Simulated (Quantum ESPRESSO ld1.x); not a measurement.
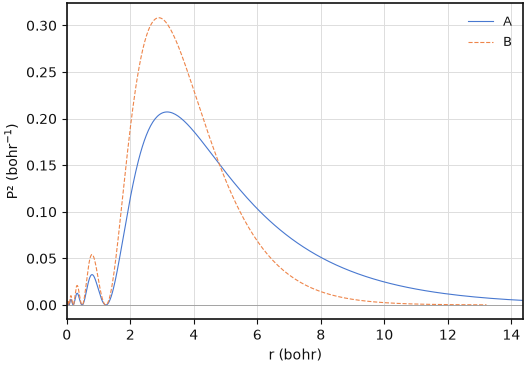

Two charge states of thallium were computed: Tl in [Xe] 4f14 5d10 6s2 6p1 (high spin); Tl⁻ in [Xe] 4f14 5d10 6s2 6p2 (high spin). The calculation used Quantum ESPRESSO ld1.x 7.5 at this level: scalar-relativistic Kohn-Sham, LDA (Slater exchange, Perdew-Wang correlation), spin-polarised, spherical densities, point nucleus, Perdew-Zunger self-interaction correction.

The plot shows P² of the 6p up orbital in both runs (large components where relativistic).

Assign A and B.

A is Tl⁻ in [Xe] 4f14 5d10 6s2 6p2 (high spin) (⟨r⟩ = 5.13 bohr, eigenvalue −0.472 eV); B is Tl in [Xe] 4f14 5d10 6s2 6p1 (high spin) (⟨r⟩ = 3.74 bohr, eigenvalue −5.07 eV). Fewer electrons screen less, so the orbital shrinks.
